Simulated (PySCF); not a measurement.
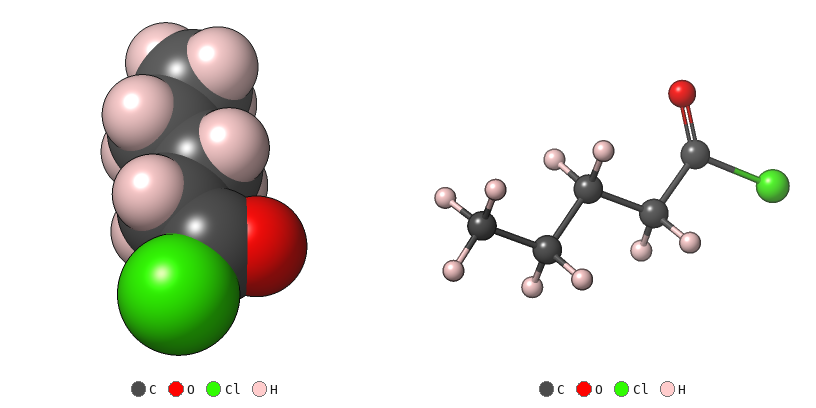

Both panels show the same species.

Computed geometry: PBE0-D3(BJ)/def2-SVP optimisation. No frequency run is at hand to confirm it as a minimum.

Give the formula.

C₅H₉ClO, 16 atoms: 5 carbon, 9 hydrogen, 1 chlorine and 1 oxygen.

Describe its rings.

It has no ring.

Count the bonded pairs by element.

9 C–H, 4 C–C, 1 C–O, 1 C–Cl.

More results for the same structure follow; atom numbers are the same in all pictures, views and colours differ.

**Shape**

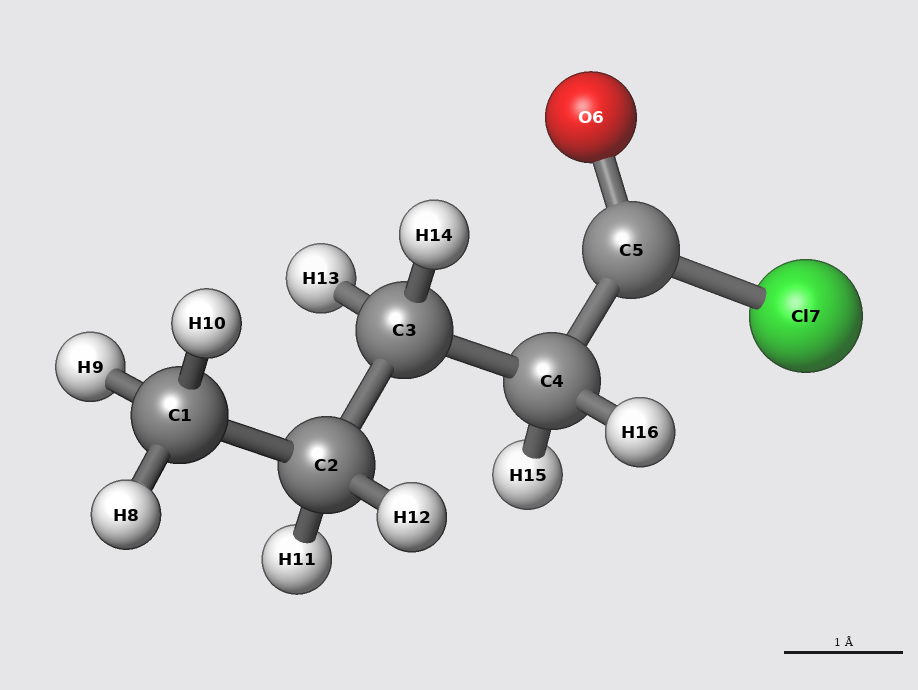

No frequency run is at hand to confirm it as a minimum.

Give the bond lengths.

```
  bond  length (Å)   order
 C1–C2       1.520  single
 C1–H8       1.100  single
 C1–H9       1.102  single
C1–H10       1.102  single
 C2–C3       1.523  single
C2–H11       1.105  single
C2–H12       1.104  single
 C3–C4       1.518  single
C3–H13       1.103  single
C3–H14       1.103  single
 C4–C5       1.499  single
C4–H15       1.104  single
C4–H16       1.104  single
 C5–O6       1.182  double
C5–Cl7       1.798  single
```

**NMR shielding**

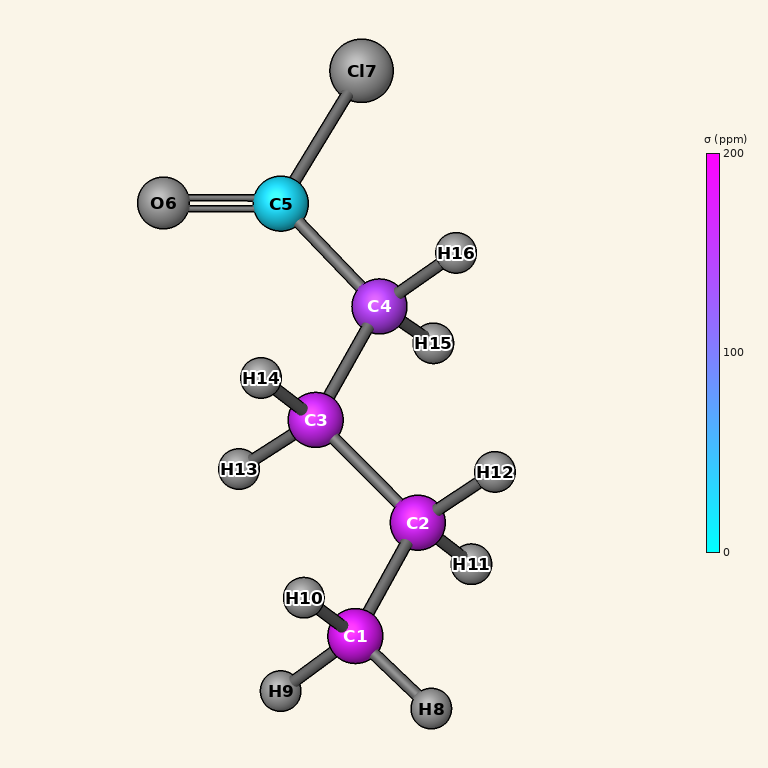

Atoms are coloured by their isotropic NMR shieldings (C only, the others grey). No frequency run is at hand to confirm it as a minimum. Level of theory: GIAO PBE0/6-31G* NMR shielding, non-relativistic, gas phase (PySCF 2.14.0).

Give the isotropic NMR shieldings of the C atoms atom by atom.

```
atom  σ (ppm)
  C1    178.6
  C2    171.0
  C3    167.2
  C4    147.1
  C5     24.8
```

**Charges**

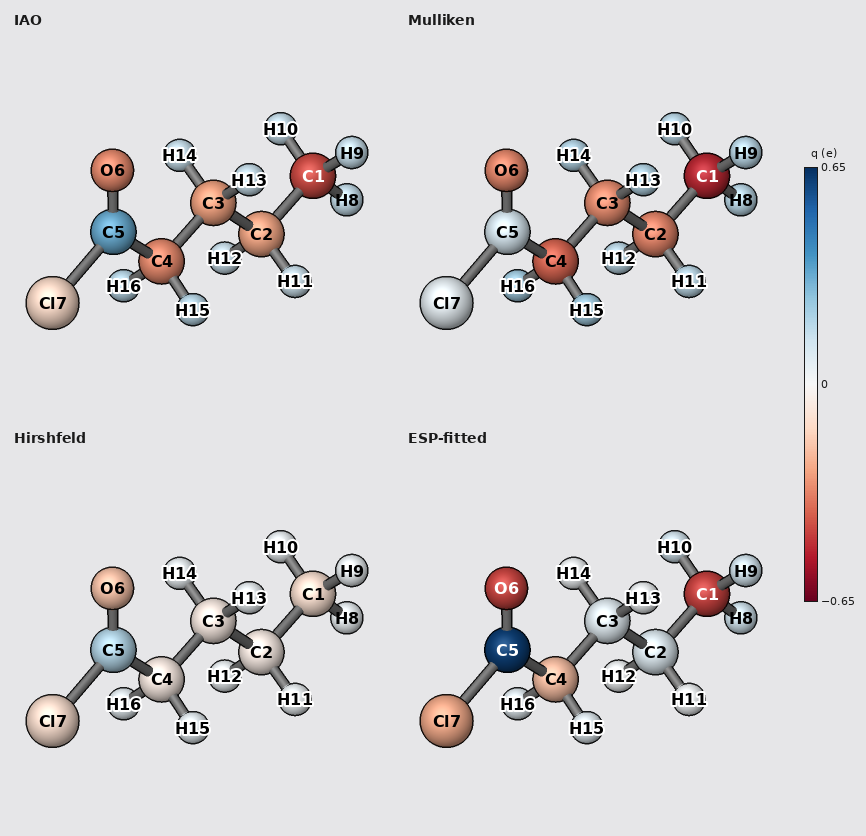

Atomic charges of one calculation by 4 schemes, on one colour scale. No frequency run is at hand to confirm it as a minimum. Level of theory: PBE0/6-31G (PySCF 2.14.0).

On which atom do the schemes disagree most?

On C5 (from 0.10 to 0.62 e).

List the charges (e), one line for each set of equivalent atoms.

| atom | IAO | Mulliken | Hirshfeld | ESP-fitted |
| --- | --- | --- | --- | --- |
| C1 | −0.43 | −0.49 | −0.10 | −0.44 |
| C2 | −0.25 | −0.32 | −0.05 | 0.08 |
| C3 | −0.26 | −0.30 | −0.05 | 0.07 |
| C4 | −0.31 | −0.38 | −0.05 | −0.20 |
| C5 | 0.33 | 0.10 | 0.19 | 0.62 |
| O6 | −0.31 | −0.31 | −0.19 | −0.44 |
| Cl7 | −0.12 | 0.06 | −0.10 | −0.24 |
| H8 | 0.15 | 0.17 | 0.04 | 0.12 |
| H9, H10 | 0.14 | 0.17 | 0.04 | 0.11 |
| H11, H12 | 0.13 | 0.16 | 0.03 | 0.02 |
| H13, H14 | 0.15 | 0.18 | 0.04 | 0.02 |
| H15, H16 | 0.18 | 0.22 | 0.05 | 0.07 |

**Dipole moment**

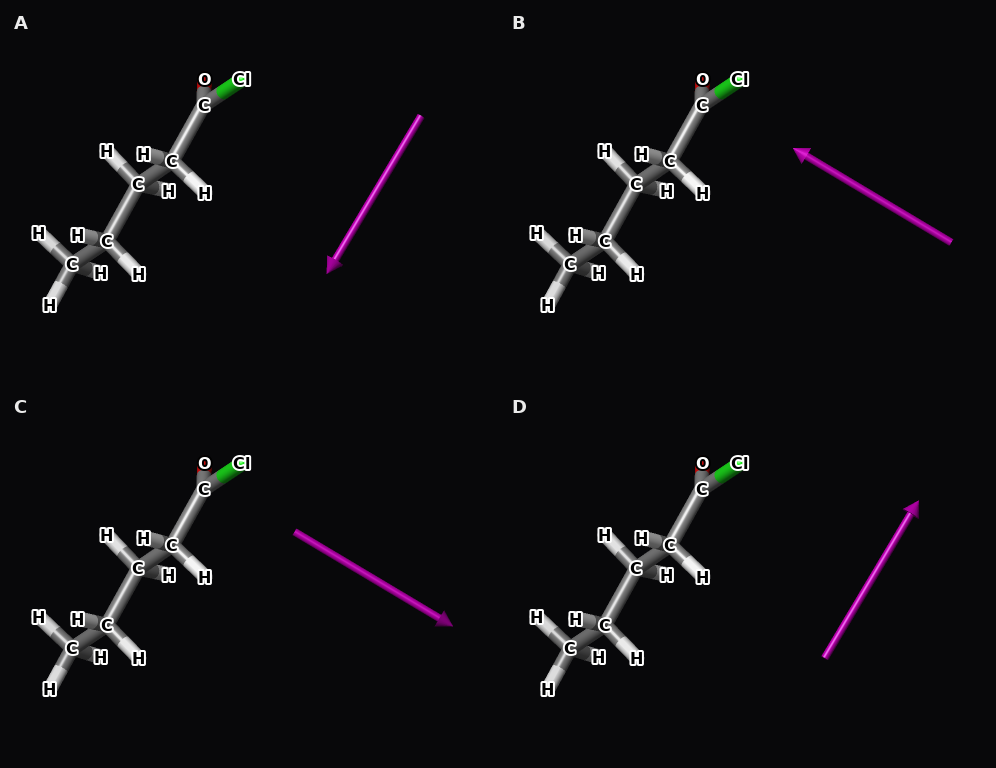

The same molecule four times, each with an arrow. No frequency run is at hand to confirm it as a minimum. Level of theory: PBE0/6-31G, gas phase (PySCF 2.14.0).

Which arrow points along the dipole moment, from the negative to the positive end?

A. The dipole moment is 3.38 D.

**Quadrupole coupling**

No frequency run is at hand to confirm it as a minimum. Electric field gradients from the ground-state density, PBE0/6-31G* (PySCF 2.14.0), non-relativistic apart from any core potentials.

Give the largest field-gradient component, the quadrupole coupling constant and the asymmetry for 17O at O6 (Q = −25.6 mb), 35Cl at Cl7 (Q = −81.7 mb), 2H at H8 (Q = 2.86 mb), 2H at H9 (Q = 2.86 mb), 2H at H11 (Q = 2.86 mb), 2H at H13 (Q = 2.86 mb).

| atom | V_zz (a.u.) | e²qQ/h (MHz) | η |
| --- | --- | --- | --- |
| O6 | −1.511 | 9.09 | 0.37 |
| Cl7 | 2.932 | −56.3 | 0.25 |
| H8 | 0.285 | 0.192 | 0.02 |
| H9 | 0.282 | 0.190 | 0.03 |
| H11 | 0.274 | 0.184 | 0.03 |
| H13 | 0.275 | 0.185 | 0.04 |

Mulliken values depend strongly on the basis set and can even reverse the polarity of a bond.
